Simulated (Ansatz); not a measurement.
**VGe2P4 monolayer in a perpendicular field**

Aim: how the VGe2P4 monolayer screens a field along its normal, and what the field does to its bands. A positive field points along +c.

Main program and level: Ansatz 0.2.0; plane-wave DFT, PBE-D3(BJ), Ansatz PAW (set soft_1); PAW set soft_1.

## 1. Set-up

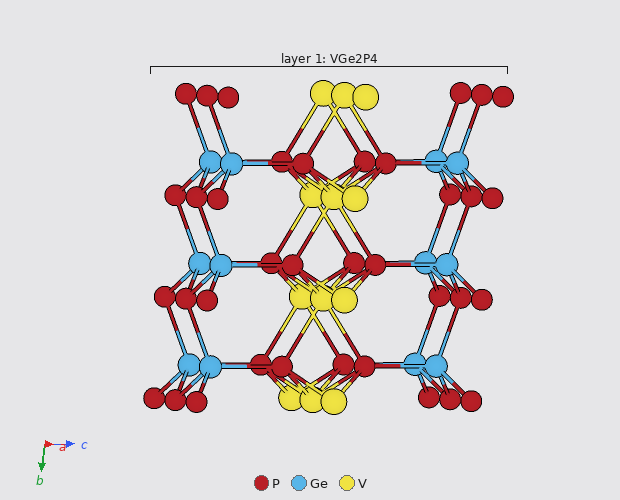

Start, viewed from the side, with the c axis across the page; phosphorus red, germanium blue, vanadium yellow. 2×3×1 cells are drawn. Bonds to atoms that aren't drawn are left out. Some periodic images of atoms are drawn too.

The cell holds 7 atoms: 4 P, 2 Ge and 1 V. Cell: a = 3.580 Å, b = 3.580 Å, c = 47.951 Å, α = 90.0°, β = 90.0°, γ = 120.0°. Vacuum lies along c.

## 2. Relaxation

The starting cell is a guess, so the in-plane lattice and the atoms are relaxed first, with the slab cut off from its images along the normal.

input.yaml reads:

```yaml
crystal:
  lattice:
    - [3.58, 0.0, 0.0]
    - [-1.79, 3.1003709455, 0.0]
    - [0.0, 0.0, 47.9513049691]
  atoms:
    - { symbol: P, position: [0.0, 0.0, 0.4118761734] }
    - { symbol: Ge, position: [0.3333333333, 0.6666666667, 0.4275914764] }
    - { symbol: P, position: [0.3333333333, 0.6666666667, 0.4734713539] }
    - { symbol: V, position: [0.0, 0.0, 0.5], spin: 1.0 }
    - { symbol: P, position: [0.3333333333, 0.6666666667, 0.5265286461] }
    - { symbol: Ge, position: [0.3333333333, 0.6666666667, 0.5724085236] }
    - { symbol: P, position: [0.0, 0.0, 0.5881238266] }
  periodic: [true, true, false]
magnetization:
  spin_polarized: true
kpoints:
  mp_grid: { grid: [12, 12, 1] }
hamiltonian:
  xc: pbe
  dispersion: d3bj
  pseudopotentials: { kind: paw, azcp: { folder: soft_1 } }
scf:
  occupations: { method: fermi_dirac, width: 0.05 }
  convergence: { dr2_threshold: 1.0e-09 }
relax:
  f_tol: 0.004
  max_steps: 90
  cell: {}
output:
  write_potential: true
  write_density: true
  volumetric_format: npy
```

Run with:

```sh
$ ansatz run input.yaml --threads 4 --pin off --max-ram 6144MiB --backend cpu --events-out ev --progress --plain --runs-dir out
```

Numbers of over 12 decimals in the logs are rounded to 6 here.

The program printed:

```text
Warning: relax.cell: scf.convergence.dr2_threshold = 1e-9 eV is looser than the 2.05609826158e-10 eV advised for a relaxation that steers and ends on the stress (1e-10 eV for each atom of the cell: 7, times the square of relax.cell.stress_2d_tol = 0.05 N/m over 18.5 Å (the atoms' height at the walk's start and 5 Å past either face), 2.710e-2 GPa, over a crystal's default 0.05). What an SCF threshold leaves in a stress goes as its square root, and in the free energy as the threshold itself, and one threshold admits the most on a small cell: [figures from the program's tests cut] Set scf.convergence.dr2_threshold to 2.05609826158e-10 eV or tighter. [rest of the remark cut]
Engine: ansatz 0.2.0, x86_64-unknown-linux-gnu
Pseudopotentials: kind: paw
Pseudopotential: P, paw, valence charge 5, recommended cutoff 420 eV (normal), soft_1/P.paw.azcp
Pseudopotential: Ge, paw, valence charge 14, recommended cutoff 420 eV (normal), soft_1/Ge.paw.azcp
Pseudopotential: V, paw, valence charge 13, recommended cutoff 420 eV (normal), soft_1/V.paw.azcp
Functional definition: PBE
  parameter kappa = 0.804
  parameter beta = 0.066725
  exchange = pbe_x(kappa = kappa, mu = beta*pi^2/3)
  correlation = pbe_c(beta = beta)
Crystal: 7 atoms, lattice volume = 532.227 Å³
Basis set: ecut = 420 eV, 10211 PW (Γ), exchange–correlation on 48×48×648 points (8 copies of the dense FFT grid, shifted against one another)
Bands: 38, of which v1, the nominal top of the filled ones, is band 31 counted from 1 (30 counted from 0)
Symmetry: 12 space group operations
Space group: P-6m2 (ITA 187), of the structure as read, at distance tolerance 8.1e-5 Å
Magnetic group: BNS 187.209 (UNI 1439), of the structure as read, at distance tolerance 8.1e-5 Å
k-points: 19 of 144 (time reversal used)
Non-local potential: P, projectors of the file, l = 0: 2, l = 1: 2, l = 2: 1
Non-local potential: Ge, projectors of the file, l = 0: 2, l = 1: 2, l = 2: 3, l = 3: 1
Non-local potential: V, projectors of the file, l = 0: 3, l = 1: 2, l = 2: 3, l = 3: 1
PAW form: soft (Blöchl's): semilocal exchange-correlation on the pseudo side does not see the compensation charge
PAW one-centre angular grid: P, 110 points (default); XC on 64 Gauss nodes
PAW one-centre angular grid: Ge, 590 points (default); XC on 64 Gauss nodes
PAW one-centre angular grid: V, 590 points (default); XC on 64 Gauss nodes
Initial density: superposition of atomic densities (neutral atoms: chi_scale 0, normalization atom)
Starting moments: Σ|m| = 1 μB on 1 of 7 sites
Initial wavefunctions: pseudopotential atomic-orbital guess
Functional: x = pbe(κ = 0.804, μ = 0.219515), c = pbe(β = 0.066725)
SCF iter   1: F=—  HF=-14528.390337 eV  |F-HF|=—  |Δ(HF+E_count)|=         —  Δρ=1.43e-2 (↑1.43e-2 ↓1.29e-2)  dr2=5.30e0  dr2_m=4.74e-2  M=0.716 μB ∫|m|=0.929 μB  β_m=0.30  ethr=3.10e-3  ⟨swp⟩=16.7  Hψ=10775  notcnv=0  defer=6
Mixer restart at iter 1: flushing history
preconditioner: auto → LDOS  [metal: Δε(μ)=0.018 eV  Ē_g=8.116 eV  σ=0.050 eV  W_gap=0.09  n_scr=28 (ndim 8)  ℏωp=9.2 eV  f_vac=0.736  D(μ)=2.42/eV (n_scr^D=12)]
spin=Collinear: LDOS preconditioning applied to the charge; magnetization (m = ρ↑ − ρ↓) channel mixes plain (no charge-response kernel on spin).
SCF iter   2: F=—  HF=-14527.300007 eV  |F-HF|=—  |Δ(HF+E_count)|=    1.09e0  Δρ=8.74e-3 (↑8.74e-3 ↓8.50e-3)  dr2=1.83e0  dr2_m=1.91e-2  M=0.760 μB ∫|m|=0.964 μB  β_m=0.49  ethr=3.10e-3  ⟨swp⟩=3.6  Hψ=2589  notcnv=0  defer=58
SCF iter   3: F=—  HF=-14527.038321 eV  |F-HF|=—  |Δ(HF+E_count)|=   2.62e-1  Δρ=2.59e-3 (↑2.26e-3 ↓2.59e-3)  dr2=1.05e-1  dr2_m=2.52e-3  M=0.801 μB ∫|m|=1.005 μB  β_m=0.59  ethr=2.99e-3  ⟨swp⟩=3.8  Hψ=2634  notcnv=0  defer=58
SCF iter   4: F=—  HF=-14527.072108 eV  |F-HF|=—  |Δ(HF+E_count)|=         —  Δρ=6.27e-4 (↑4.58e-4 ↓6.27e-4)  dr2=2.90e-3  dr2_m=3.65e-4  M=0.827 μB ∫|m|=1.026 μB  β_m=0.59  ethr=1.73e-4  ⟨swp⟩=4.7  Hψ=3633  notcnv=0  defer=45
SCF iter   5: F=—  HF=-14527.074006 eV  |F-HF|=—  |Δ(HF+E_count)|=   1.90e-3  Δρ=3.09e-4 (↑2.78e-4 ↓3.09e-4)  dr2=3.27e-4  dr2_m=2.46e-4  M=0.841 μB ∫|m|=1.040 μB  β_m=0.79  ethr=4.76e-6  ⟨swp⟩=3.3  Hψ=2955  notcnv=0  defer=45
SCF iter   6: F=—  HF=-14527.074812 eV  |F-HF|=—  |Δ(HF+E_count)|=   8.06e-4  Δρ=1.30e-4 (↑1.30e-4 ↓1.20e-4)  dr2=8.55e-5  dr2_m=6.80e-5  M=0.855 μB ∫|m|=1.056 μB  β_m=0.89  ethr=5.36e-7  ⟨swp⟩=3.0  Hψ=3124  notcnv=0  defer=45
SCF iter   7: F=—  HF=-14527.074923 eV  |F-HF|=—  |Δ(HF+E_count)|=   1.12e-4  Δρ=9.42e-5 (↑9.42e-5 ↓4.87e-5)  dr2=1.41e-4  dr2_m=1.85e-5  M=0.861 μB ∫|m|=1.064 μB  β_m=0.85  ethr=1.40e-7  ⟨swp⟩=3.6  Hψ=3384  notcnv=0  defer=45
SCF iter   8: F=—  HF=-14527.074901 eV  |F-HF|=—  |Δ(HF+E_count)|=   2.22e-5  Δρ=1.65e-5 (↑1.25e-5 ↓1.65e-5)  dr2=3.79e-6  dr2_m=5.95e-7  M=0.864 μB ∫|m|=1.068 μB  β_m=0.81  ethr=1.40e-7  ⟨swp⟩=2.8  Hψ=2846  notcnv=0  defer=45
SCF iter   9: F=—  HF=-14527.074902 eV  |F-HF|=—  |Δ(HF+E_count)|=   5.88e-7  Δρ=4.82e-6 (↑4.82e-6 ↓2.96e-6)  dr2=1.01e-7  dr2_m=5.75e-8  M=0.864 μB ∫|m|=1.068 μB  β_m=0.86  ethr=6.21e-9  ⟨swp⟩=3.7  Hψ=3261  notcnv=0  defer=45
SCF iter  10: F=—  HF=-14527.074902 eV  |F-HF|=—  |Δ(HF+E_count)|=   2.59e-7  Δρ=1.56e-6 (↑1.26e-6 ↓1.56e-6)  dr2=2.65e-8  dr2_m=4.31e-9  M=0.864 μB ∫|m|=1.069 μB  β_m=0.85  ethr=1.66e-10  ⟨swp⟩=3.2  Hψ=3206  notcnv=0  defer=45
SCF iter  11: F=—  HF=-14527.074902 eV  |F-HF|=—  |Δ(HF+E_count)|=   1.91e-9  Δρ=8.35e-7 (↑8.35e-7 ↓4.01e-7)  dr2=4.66e-9  dr2_m=1.26e-9  M=0.864 μB ∫|m|=1.069 μB  β_m=0.82  ethr=4.35e-11  ⟨swp⟩=2.9  Hψ=3045  notcnv=0  defer=45
SCF iter  12: F=—  HF=-14527.074902 eV  |F-HF|=—  |Δ(HF+E_count)|=   1.06e-8  Δρ=2.59e-7 (↑2.59e-7 ↓1.75e-7)  dr2=5.77e-10  dr2_m=1.54e-10  M=0.864 μB ∫|m|=1.069 μB  β_m=0.78  ethr=7.64e-12  ⟨swp⟩=3.1  Hψ=3227  notcnv=0  defer=45
SCF iter  13: F=-14527.074902 eV  HF=-14527.074902 eV  |F-HF|=3.46e-11  |Δ(HF+E_count)|=   1.87e-9  Δρ=1.00e-7 (↑1.00e-7 ↓5.75e-8)  dr2=2.81e-11  dr2_m=2.42e-11  M=0.864 μB ∫|m|=1.069 μB  ethr=1.00e-12  ⟨swp⟩=8.2  Hψ=10774  notcnv=0
SCF 1 converged in 13 iterations: F = -14527.074902 eV  dr2 = 2.81e-11
  greatest PAW one-centre occupation: 1.000 electrons in one spin orbital (limit 2), on the V atom at site 3 (counted from 0), in its partial waves of l = 0
relax step   1: F+E_penalty+E_count = -14527.07490195 eV  Δ(F+E_penalty+E_count) = +0.000e0 eV  max|allowed force component| = 3.160e0 eV/Å  Δτ_max = 0.0000 Å  P = +5.800 N/m  Ω = 532.227 Å³  fix = [c, alpha, beta]  reactions: c +0.000 N/m  (13 SCF iters, accepted)
Crystal: 7 atoms, lattice volume = 530.404 Å³
[...]
relax step   5: F+E_penalty+E_count = -14528.47762009 eV  Δ(F+E_penalty+E_count) = -9.212e-4 eV  max|allowed force component| = 5.042e-3 eV/Å  Δτ_max = 0.0111 Å  P = -0.001 N/m  Ω = 513.208 Å³  energy of the carried Pulay correction = +1.487e-3 eV  fix = [c, alpha, beta]  reactions: c -0.000 N/m  (8 SCF iters, accepted)
[...]
relax step   6: F+E_penalty+E_count = -14528.47763617 eV  Δ(F+E_penalty+E_count) = -1.608e-5 eV  max|allowed force component| = 2.681e-4 eV/Å  Δτ_max = 0.0014 Å  P = +0.003 N/m  Ω = 513.108 Å³  energy of the carried Pulay correction = +1.495e-3 eV  fix = [c, alpha, beta]  reactions: c +0.000 N/m  (7 SCF iters, accepted)
Initial wavefunctions: pseudopotential atomic-orbital guess (no wavefunctions were taken with the density)
iter 1 solved again at ethr=1.00e-6 eV; its pass at ethr=3.10e-3 eV (dr2=6.11e-4 eV) is discarded
SCF iter   1: F=—  HF=-14528.476419 eV  |F-HF|=—  |Δ(HF+E_count)|=         —  Δρ=1.31e-5 (↑1.31e-5 ↓1.06e-5)  dr2=3.28e-6  dr2_m=2.60e-8  M=0.775 μB ∫|m|=0.955 μB  β_m=0.65  ethr=1.00e-6  ⟨swp⟩=5.7  Hψ=15780  notcnv=0
preconditioner: auto → LDOS  [metal: Δε(μ)=0.008 eV  Ē_g=7.479 eV  σ=0.050 eV  W_gap=0.04  n_scr=24 (ndim 8)  ℏωp=9.4 eV  f_vac=0.722  D(μ)=1.49/eV (n_scr^D=10)]
spin=Collinear: LDOS preconditioning applied to the charge; magnetization (m = ρ↑ − ρ↓) channel mixes plain (no charge-response kernel on spin).
SCF iter   2: F=—  HF=-14528.476526 eV  |F-HF|=—  |Δ(HF+E_count)|=   1.06e-4  Δρ=6.28e-6 (↑6.28e-6 ↓5.20e-6)  dr2=6.27e-7  dr2_m=3.20e-9  M=0.775 μB ∫|m|=0.955 μB  β_m=0.53  ethr=5.38e-9  ⟨swp⟩=3.8  Hψ=3584  notcnv=0
SCF iter   3: F=—  HF=-14528.476526 eV  |F-HF|=—  |Δ(HF+E_count)|=   3.05e-7  Δρ=2.35e-6 (↑1.81e-6 ↓2.35e-6)  dr2=9.14e-8  dr2_m=1.89e-9  M=0.775 μB ∫|m|=0.955 μB  β_m=0.56  ethr=1.03e-9  ⟨swp⟩=2.7  Hψ=2277  notcnv=0
SCF iter   4: F=—  HF=-14528.476527 eV  |F-HF|=—  |Δ(HF+E_count)|=   5.25e-7  Δρ=1.01e-6 (↑1.01e-6 ↓1.00e-6)  dr2=1.88e-8  dr2_m=1.44e-9  M=0.775 μB ∫|m|=0.955 μB  β_m=0.60  ethr=1.50e-10  ⟨swp⟩=2.8  Hψ=2284  notcnv=0
SCF iter   5: F=—  HF=-14528.476527 eV  |F-HF|=—  |Δ(HF+E_count)|=   2.01e-7  Δρ=5.49e-7 (↑5.02e-7 ↓5.49e-7)  dr2=6.02e-9  dr2_m=5.25e-10  M=0.775 μB ∫|m|=0.955 μB  β_m=0.61  ethr=3.08e-11  ⟨swp⟩=2.9  Hψ=2473  notcnv=0
SCF iter   6: F=—  HF=-14528.476527 eV  |F-HF|=—  |Δ(HF+E_count)|=   7.29e-8  Δρ=2.51e-7 (↑1.95e-7 ↓2.51e-7)  dr2=4.14e-10  dr2_m=1.46e-10  M=0.775 μB ∫|m|=0.955 μB  β_m=0.65  ethr=9.87e-12  ⟨swp⟩=2.6  Hψ=2203  notcnv=0
SCF iter   7: F=-14528.476527 eV  HF=-14528.476527 eV  |F-HF|=1.82e-11  |Δ(HF+E_count)|=   1.69e-8  Δρ=9.83e-8 (↑5.52e-8 ↓9.83e-8)  dr2=2.70e-10  dr2_m=7.91e-12  M=0.775 μB ∫|m|=0.955 μB  ethr=1.00e-12  ⟨swp⟩=11.6  Hψ=11188  notcnv=0
SCF 7 converged in 7 iterations: F = -14528.476527 eV  dr2 = 2.70e-10
relax step   7: F+E_penalty+E_count = -14528.47652698 eV  Δ(F+E_penalty+E_count) = +1.109e-3 eV  max|allowed force component| = 5.054e-4 eV/Å  Δτ_max = 0.0000 Å  P = -0.015 N/m  Ω = 513.108 Å³  fix = [c, alpha, beta]  reactions: c -0.000 N/m  stress off target by 1.53e-2 N/m on what of the cell is left free  SCF on the basis re-selected at this cell (its energy is not comparable with the rows above)  (7 SCF iters)
basis re-selected at this cell: Δ(F+E_penalty+E_count) = +1.109e-3 eV, ΔP = -0.018 N/m vs the last step (what re-selecting the basis moved, of the pressure what is left beyond the Pulay correction that the steps carried, after the strain that the cell walked since its last selection, with what the two solves' SCF thresholds leave and, on support functions, any second-order correction that the steps lacked; it is no m [...]
WARN: The output density's exchange-correlation potential varies sharply where the density is thin. Do not read a vacuum level from v_tot or v_xc, or from such a field of the output density. On a cell that repeats whose density bears no net charge and no dipole along the vacuum's axis use v_es (v_loc + v_h of the components); under efield.dipole_correction with no amplitude use v_es + v_field, which holds any externa [...]
SCF converged after 7 iterations
Magnetization: 0.7748 μB (30.8874 up, 30.1126 down)
Absolute magnetization: 0.9551 μB (∫|ρ↑−ρ↓|, with the PAW one-centre terms)
Spin contamination: 0.0166 ħ² per cell (⟨S²⟩ above its minimum at these occupations)
Per-site moments (μB) at R_I (Å): [(0.00187299, 0.952960), (0.00578197, 0.952960), (-0.029891, 0.961855), (0.636824, 0.997348), (-0.029891, 0.961855), (0.00578197, 0.952960), (0.00187299, 0.952960)]
Free energy (F): -14528.476527 eV
Harris-Foulkes:  -14528.476527 eV  (|F-HF|=1.82e-11)
Internal energy: -14528.464193 eV  (E = F + TS)
E sigma→0 (E₀):  -14528.470360 eV
Entropy (-TS):   -0.012334 eV (-1.762 meV/atom)
Fermi energy:    -5.467537 eV
--- Per-component energies (eV) ---
  E_band       = -1341.964729
  E_kinetic    = 756.147375
  E_local      = -267059.666833  (includes V_loc(G=0)·N_el)
  E_nonlocal   = 649.611186
  E_hartree    = 132830.748663
  E_xc         = -549.369723
  E_vxc        = -519.092498  (∫ρ·V_xc dr)
  E_paw        = -7387.574413  (= ΣΔE_a)
  E_vpaw       = -830.466510  (= ΣTr[D̂ρ^β])
  E_aug_tail   = 0.001062  (compensation charges beyond the density's cutoff)
  E_ewald      = 126233.958108
  E_disp       = -2.319617  (pairwise vdW)
  E_smearing   = -0.012334  (= −TS)
  E_closure    = -0.000000  (closes the sum)
  Σ components = -14528.476527   (vs F -14528.476527, Δ=0.00e0)
--- Forces (eV/Å), atoms counted from 1 ---
  atom   1  P      0.00000000    -0.00000000    -0.00050536
  atom   2  Ge    -0.00000000     0.00000000     0.00013431
  atom   3  P      0.00000000    -0.00000000    -0.00048051
  atom   4  V      0.00000000    -0.00000000     0.00000000
  atom   5  P      0.00000000    -0.00000000     0.00048051
  atom   6  Ge     0.00000000     0.00000000    -0.00013431
  atom   7  P      0.00000000    -0.00000000     0.00050536
  max |Σ_I F_I| component: 4.26e-16 eV/Å
--- 2D stress c σ (N/m, compression-positive) ---
       -0.015255       0.000000       0.000000
        0.000000      -0.015255       0.000000
        0.000000       0.000000       0.000000
  P = ½ c Tr σ = -0.0153 N/m
--- Band table (eV; the first three rows and the last of 38) ---
  k-point 0 ↑: bands = [... 27 lower, -5.7770, -5.7061, -5.7061, -5.3258, -2.6365, -2.6365, -2.5399, -2.4652, ... 3 higher]
  k-point 1 ↑: bands = [... 27 lower, -5.9789, -5.9034, -5.8803, -5.3254, -2.9149, -2.8374, -2.5519, -2.5232, ... 3 higher]
  k-point 2 ↑: bands = [... 27 lower, -6.4217, -6.2403, -6.0076, -5.4720, -3.4138, -3.3058, -2.8843, -2.3737, ... 3 higher]
  k-point 18 ↓: bands = [... 27 lower, -7.7955, -6.9101, -6.2691, -4.8678, -4.1652, -3.9571, -3.4511, -3.1460, ... 3 higher]
  the weakly bound empty levels are not read free of the cell's end (no_gap_told)
--- Relaxed structure (6 steps of the walk, 6 accepted, 1 SCFs on fresh bases) ---
  F+E_penalty+E_count = -14528.47652698 eV   max|allowed force component| = 5.054e-4 eV/Å   (the final SCF, on the basis selected at the relaxed cell)
  cell:  # Å, volume = 513.1076 Å³
    - [3.515108, 0, 0.0]
    - [-1.757554, 3.044173, 0.0]
    - [0.0, 0.0, 47.9513049691]
  atoms:
    - { symbol: P, position: [1.0573552618555e-17, -5.135725556199064e-17, 0.400946] }
    - { symbol: Ge, position: [0.333333, 0.666667, 0.423965] }
    - { symbol: P, position: [0.333333, 0.666667, 0.472593] }
    - { symbol: V, position: [1.0573552618554981e-17, -5.135725556199064e-17, 0.5] }
    - { symbol: P, position: [0.333333, 0.666667, 0.527407] }
    - { symbol: Ge, position: [0.333333, 0.666667, 0.576035] }
    - { symbol: P, position: [1.0573552618555e-17, -5.135725556199064e-17, 0.599054] }
```

Elapsed: 4.3 min, on 4 threads of Intel Xeon Platinum 8259CL at 2.50GHz (Skylake/Cascade Lake), shared host; peak memory 1.3 GiB; 16 min of CPU time.

The steps of the relaxation:

```tsv
step	energy less that of the first step (eV)	largest force component (eV/Å)	volume (Å³)
1	0.0000	3.1599	532.23
2	-0.9687	1.5372	530.40
3	-1.3183	0.4711	521.83
4	-1.4018	0.0765	513.66
5	-1.4027	0.0050	513.21
6	-1.4027	0.0003	513.11
7*	-1.4016	0.0005	513.11
```

Relaxation steps marked * repeat the geometry before them on a plane-wave basis chosen anew for their cell, so energy and pressure can jump there.

The run keeps the 12 symmetry operations that it works with, so distortions that break them were not tested.

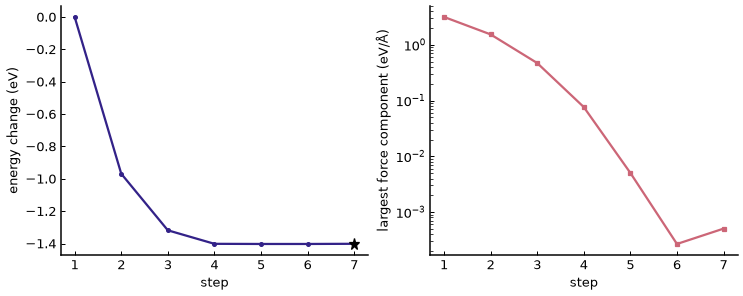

Energy and largest force along the relaxation. Stars mark steps on a basis chosen anew.

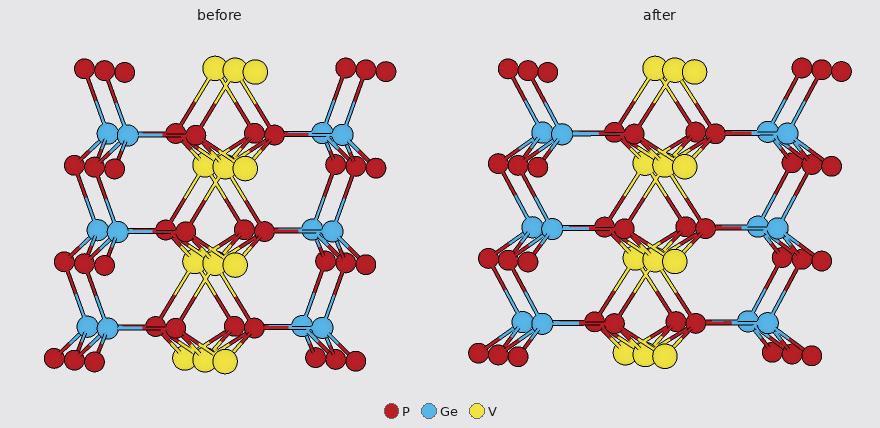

Before and after, at one scale. Bonds to atoms that aren't drawn are left out.

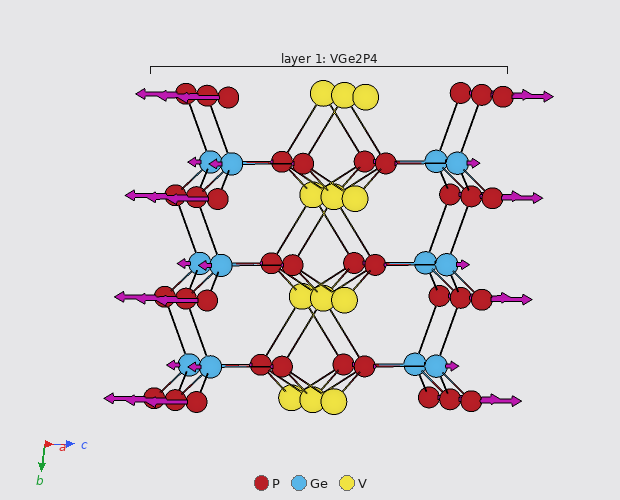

Displacements in the relaxation, exaggerated, measured against the changing cell; the longest in the cell stands for 0.52 Å. Bonds to atoms that aren't drawn are left out. 2×3×1 cells are drawn. Some periodic images of atoms are drawn too.

```tsv
cell as run	before	after	change
a (Å)	3.580	3.515	-1.8 %
b (Å)	3.580	3.515	-1.8 %
```

The atoms that moved most (Å, along periodic axes as changes of fractional coordinates times the final cell, across vacuum about the mean position):

```tsv
atom	dx	dy	dz	length
P1	0.000	0.000	-0.524	0.524
P7	0.000	0.000	0.524	0.524
Ge6	0.000	0.000	0.174	0.174
Ge2	0.000	0.000	-0.174	0.174
P5	0.000	0.000	0.042	0.042
P3	0.000	0.000	-0.042	0.042
```

Final coordinates:

```cif
data_structure
_symmetry_space_group_name_H-M 'P 1'
_symmetry_Int_Tables_number 1
_cell_length_a 3.5151
_cell_length_b 3.5151
_cell_length_c 47.9513
_cell_angle_alpha 90.000
_cell_angle_beta 90.000
_cell_angle_gamma 120.000
_cell_volume 513.11
loop_
_atom_site_label
_atom_site_type_symbol
_atom_site_fract_x
_atom_site_fract_y
_atom_site_fract_z
_atom_site_occupancy
P1 P 0.00000 0.00000 0.40095 1
Ge2 Ge 0.33333 0.66667 0.42396 1
P3 P 0.33333 0.66667 0.47259 1
V4 V 0.00000 0.00000 0.50000 1
P5 P 0.33333 0.66667 0.52741 1
Ge6 Ge 0.33333 0.66667 0.57604 1
P7 P 0.00000 0.00000 0.59905 1
```

Numbers from this step:

```
energy at zero smearing : -14528.4704 eV
total moment            : 0.7748 μB
site moments            : 0.001873, 0.005782, -0.02989, 0.6368, -0.02989, 0.005782, 0.001873 μB
```

Site moment by atom:

```tsv
atom	site moment (μB)
P1	0.002
Ge2	0.006
P3	-0.030
V4	0.637
P5	-0.030
Ge6	0.006
P7	0.002
```

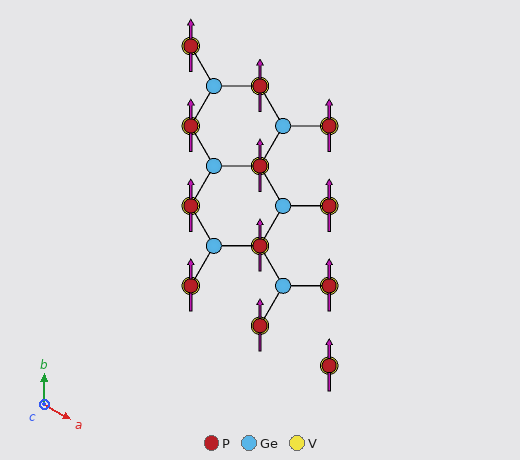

Site moment as arrows, the longest 0.637 μB. Up and down stand for the sign. Arrows give size and sign along the axis of quantisation, drawn up and down the page. Bonds to atoms that aren't drawn are left out. 2×3×1 cells are drawn. Some periodic images of atoms are drawn too.

The lattice constant a goes from 3.580 to 3.515 Å.

(Part 1 of 3 ends here.)

[Logs are printed without paths, hosts, clocks, repeated set-up lines and the standing remarks that a program may print on its own settings, such as how far it seeks lower states.]

[Hosts, paths, dates, database ids (printed as entryN), source tags and the programs' standing remarks are cut or masked in the printed files.]

[Maps of the electrostatic potential energy from Ansatz leave out the sawtooth potential of an applied field or a dipole correction, so their vacuum need not be flat; planar profiles and work functions include it.]
